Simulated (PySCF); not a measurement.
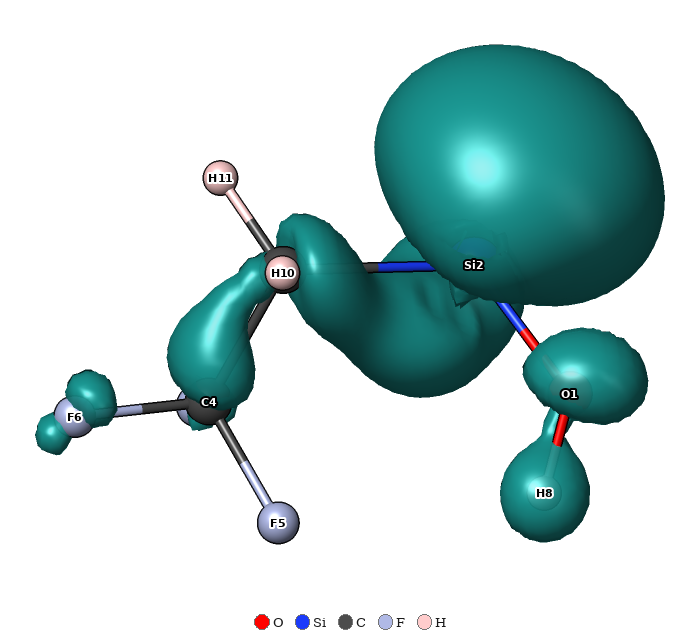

Figure 1: C2H4F3OSi (doublet). Isosurfaces of the spin density at +0.015 (teal) and −0.015 e/Å³ (pink), seen at a tilt.

Geometry: GFN2-xTB.

The calculation used PySCF, UKS B3LYP, pcH-1 on C F H O Si, non-relativistic, mean-field spin-orbit, GIAO.

```xyz
11

O     2.1623   -0.7701   -0.3463
Si    1.4970    0.5672    0.2651
C    -0.2787    0.2174    0.9173
C    -1.1701   -0.1149   -0.2361
F    -0.7312   -1.1837   -0.9371
F    -2.4340   -0.4093    0.1218
F    -1.2628    0.8877   -1.1286
H     1.7627   -1.3210   -1.0242
H     1.4683    1.6704   -0.6860
H    -0.3057   -0.6247    1.6079
H    -0.7024    1.0836    1.4201
```

**Where is the unpaired spin?**

The unpaired spin (1 electron) lies mostly on Si2 (about 0.8) and H9 (about 0.1), in electrons by Hirshfeld's partition.
